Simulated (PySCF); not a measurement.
# SNF₃: relaxation and vibrations of the singlet

Aim: relax SNF₃ as a singlet from a PBE0 minimum start, check by its vibrations whether the end is a minimum, and collect its spectrum and constants.

Program: PySCF 2.14.0. Level of theory: PBE0, basis S def2-SVP, N def2-SVP, F def2-SVP, no relativity, density fitting. These are calculated values, not measurements.

### Step 1. The system as given

5 atoms, charge 0, spin multiplicity 1.

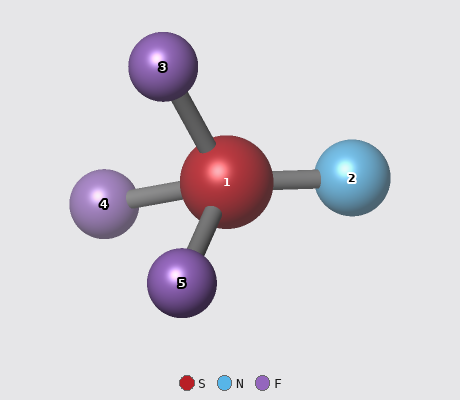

The starting geometry (sulfur red, nitrogen blue, fluorine purple); atoms are numbered from 1 in the order of the file.

Z-matrix (Å, degrees; charge 0 multiplicity 1):
```
S
N  1 1.4221
F  1 1.5907 2 123.16
F  1 1.5907 2 123.16 3 120.00
F  1 1.5907 2 123.16 3 -120.00
```

### Step 2. First SCF at the start

The steps below are one call of a driver around PySCF. For each, scf.py gives the equivalent set-up of the SCF; relaxations use the driver's own optimiser. After this first run the driver tries any further starts and a stability analysis.

File scf.py:

```python
from pyscf import gto, scf, dft
mol = gto.M(atom='''
S      0.000078    -0.254353    -0.135677
N      0.000464    -1.509076    -0.804970
F      1.153304     0.200484     0.861100
F     -0.000627     1.140110    -0.901080
F     -1.153151     0.199550     0.861522''',
    basis={'S': 'def2-SVP', 'N': 'def2-SVP', 'F': 'def2-SVP'},
    charge=0, spin=0)
mf = dft.RKS(mol, xc='PBE0')
mf.grids.atom_grid = (50, 194)
aux = {'S': 'def2-universal-JKFIT', 'N': 'def2-universal-JKFIT', 'F': 'def2-universal-JKFIT'}
mf = mf.density_fit(auxbasis=aux)
mf.conv_tol = 1e-08
mf.diis_space = 10
mf.max_cycle = 60
mf.init_guess = 'minao'
mf.verbose = 4
mf.kernel()
```

On the command line:

```bash
$ OMP_NUM_THREADS=2 python axn.py task.json out
```

What it wrote:

```text
init E= -752.491313116768
  HOMO = -0.355258950557512  LUMO = -0.0710761095804271  gap/eV = 7.73301
cycle= 1 E= -751.220001173946  delta_E= 1.27  |g|= 1.03  |ddm|= 2.82
  HOMO = -0.348411750851681  LUMO = -0.113573434798941  gap/eV = 6.39028
cycle= 2 E= -750.721549349886  delta_E= 0.498  |g|= 1.83  |ddm|=  2.5
  HOMO = -0.387477366086898  LUMO = -0.0607737183698172  gap/eV = 8.89006
cycle= 3 E= -751.383961486051  delta_E= -0.662  |g|= 0.449  |ddm|= 1.93
  HOMO = -0.358706706124209  LUMO = -0.0643985732737997  gap/eV = 8.00853
cycle= 4 E= -751.427096706925  delta_E= -0.0431  |g|= 0.0349  |ddm|= 0.396
  HOMO = -0.361063276773445  LUMO = -0.0620206143648208  gap/eV = 8.13737
cycle= 5 E= -751.427315708381  delta_E= -0.000219  |g|= 0.00617  |ddm|= 0.0254
  HOMO = -0.3613040384953  LUMO = -0.0620329835209277  gap/eV = 8.14358
cycle= 6 E= -751.427323979239  delta_E= -8.27e-06  |g|= 0.0009  |ddm|= 0.00634
  HOMO = -0.361254612191786  LUMO = -0.0618511925140552  gap/eV = 8.14718
cycle= 7 E= -751.427324167171  delta_E= -1.88e-07  |g|= 0.000166  |ddm|= 0.00122
  HOMO = -0.361298349899329  LUMO = -0.0619002373344908  gap/eV = 8.14704
cycle= 8 E= -751.427324173854  delta_E= -6.68e-09  |g|= 4.5e-05  |ddm|= 0.00024
  HOMO = -0.361279382356377  LUMO = -0.0618929633889023  gap/eV = 8.14672
Extra cycle  E= -751.427324172822  delta_E= 1.03e-09  |g|= 8.36e-05  |ddm|= 0.000112
converged SCF energy = -751.427324172822
```

This step, with its further starts and checks, ran for 3.2 s (2 threads of Arm Neoverse V1, shared host).

No lower closed-shell solution turned up in the test of internal stability.

### Step 3. PBE0 minimum start, singlet: relaxation

The program finds C3v symmetry in the start, which this walk keeps. Threshold on the gradient: 0.0003 Eh/bohr, with a further test on the energy change.

scf.py, as its differences from that of step 2:

```diff
@@ -3,5 +3,5 @@
-S      0.000078    -0.254353    -0.135677
-N      0.000464    -1.509076    -0.804970
-F      1.153304     0.200484     0.861100
-F     -0.000627     1.140110    -0.901080
-F     -1.153151     0.199550     0.861522''',
+S      0.000078    -0.254318    -0.135658
+N      0.000464    -1.509041    -0.804951
+F      1.153304     0.200519     0.861119
+F     -0.000627     1.140145    -0.901062
+F     -1.153151     0.199585     0.861541''',
@@ -17 +16,0 @@
-mf.init_guess = 'minao'
```

The optimiser's trace:

| step | energy (Eh) | change (kJ/mol) | largest symmetric gradient (Eh/bohr) |
| --- | --- | --- | --- |
| 0 | -751.427324 | 0.00 | 0.00034 |
| 1 | -751.427325 | 0.00 | 0.00027 |

The walk took 2.2 s.

It settles in C3v symmetry, 0.0 kJ/mol below the start, after 1 steps: S–F 1.591 Å (×3), S–N 1.422 Å; F–S–F 93.0° (×3), F–S–N 123.1° (×3).

### Step 4. Frequencies

The point is checked on the finer grid, and tightened if its gradient asks for it. The Hessian and the dipole derivatives come from central differences of analytic gradients, with steps of 0.02 bohr.

scf.py, as its differences from that of step 3:

```diff
@@ -3,5 +3,5 @@
-S      0.000078    -0.254318    -0.135658
-N      0.000464    -1.509041    -0.804951
-F      1.153304     0.200519     0.861119
-F     -0.000627     1.140145    -0.901062
-F     -1.153151     0.199585     0.861541''',
+S      0.000078    -0.254375    -0.135689
+N      0.000464    -1.509110    -0.804988
+F      1.153304     0.200459     0.861087
+F     -0.000627     1.140086    -0.901093
+F     -1.153151     0.199525     0.861509''',
@@ -11 +11 @@
-mf.grids.atom_grid = (50, 194)
+mf.grids.atom_grid = (75, 302)
@@ -14 +14 @@
-mf.conv_tol = 1e-08
+mf.conv_tol = 1e-10
```

The driver hands on the density of the step before, so the log starts near convergence.

Log of the central SCF (cycles and frontier levels):

```text
init E= -751.427329977173
  HOMO = -0.361287360829496  LUMO = -0.0619007022249756  gap/eV = 8.14673
cycle= 1 E= -751.427329977168  delta_E= 5.46e-12  |g|= 5.43e-06  |ddm|= 6.77e-06
  HOMO = -0.361286217028366  LUMO = -0.0619009571967464  gap/eV = 8.14669
Extra cycle  E= -751.427329977134  delta_E= 3.37e-11  |g|= 1.39e-05  |ddm|= 1.73e-05
converged SCF energy = -751.427329977134
```

The whole step took 36 s.

Geometry: C3v; S–F 1.591 Å (×3), S–N 1.422 Å; F–S–F 92.9° (×3), F–S–N 123.2° (×3).

Harmonic modes (main isotopes):

| symmetry | ω (cm⁻¹) | IR (km/mol) | type |
| --- | --- | --- | --- |
| e | 327 | 2.4 | bend |
| e | 417 | 28.7 | bend |
| a1 | 494 | 24.4 | bend |
| a1 | 792 | 123 | stretch |
| e | 830 | 427 | mixed |
| a1 | 1596 | 109 | stretch |

Every mode is real; the point is a minimum.

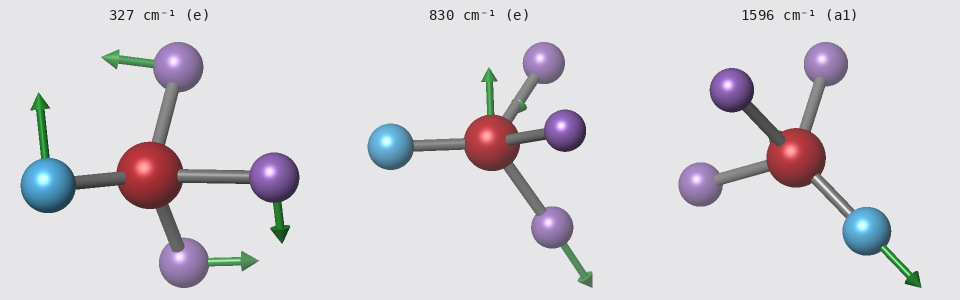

Displacements of 3 of the modes, as arrows (one member where a mode is degenerate).

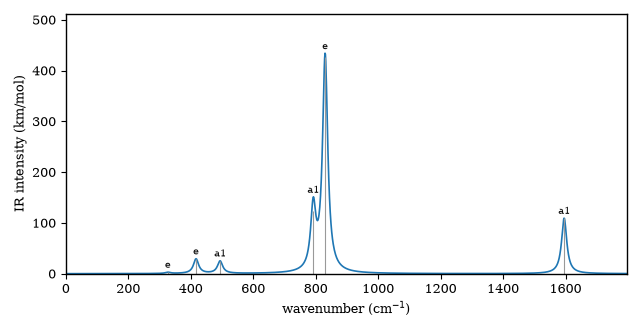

The harmonic infrared spectrum (widths in cm⁻¹). Lines are broadened to a width of 20 cm⁻¹ (Lorentzian).

Properties at this point:

| Property | Result |
| --- | --- |
| Dipole moment | 1.43 D |
| Highest occupied level | -9.83 eV |
| Lowest empty level | -1.68 eV |
| Rotational constants | 0.1668, 0.1486, 0.1486 cm⁻¹ |
| Zero-point energy | 36.1 kJ/mol |
| Principal polarisabilities | 19.7, 19.7, 31.0 bohr³ |
| Atomisation energy without zero-point energy | 1216 kJ/mol |
| Principal traceless quadrupole moments about the centre of mass | -5.06, 2.53, 2.53 D Å |
| Entropy at 298.15 K and 1 bar | 288.1 J/(mol K) |
| Heat capacity Cp at 298.15 K | 72.1 J/(mol K) |
| Enthalpy at 298.15 K above 0 K | 14.68 kJ/mol |
| Rotational symmetry number | 3 |

Charges (e) and bond orders:

```json
{"atom": "S1", "Mulliken": "1.14", "Löwdin": "1.17", "polar tensor": "2.16", "Mayer order to S1": "–"}
{"atom": "N2", "Mulliken": "-0.33", "Löwdin": "-0.49", "polar tensor": "-0.39", "Mayer order to S1": "2.48"}
{"atom": "F3,4,5", "Mulliken": "-0.27", "Löwdin": "-0.23", "polar tensor": "-0.59", "Mayer order to S1": "0.90"}
```

Mulliken populations on S1: s 5.28, p 8.86, d 0.72.

### Step 5. Outcome

```
                                 quantity                                                               value
                                  minimum                                                        singlet, C3v
                                 geometry  S–F 1.591 Å (×3), S–N 1.422 Å; F–S–F 92.9° (×3), F–S–N 123.2° (×3)
                       wavenumbers (cm⁻¹)            327 (e), 417 (e), 494 (a1), 792 (a1), 830 (e), 1596 (a1)
                            dipole moment                                                              1.43 D
     highest occupied, lowest empty level                                                     -9.83, -1.68 eV
                polar-tensor charge of S1                                                             +2.16 e
                        zero-point energy                                                         36.1 kJ/mol
                      entropy at 298.15 K                                                     288.1 J/(mol K)
atomisation energy (no zero-point energy)                                                         1216 kJ/mol
```

The PBE0 minimum start keeps its C3v symmetry and ends in a minimum. The strongest infrared band lies at 830 cm⁻¹ (e, mixed). Other starts or spin states, not run here, may lie lower.

The search up to here took 42 s.
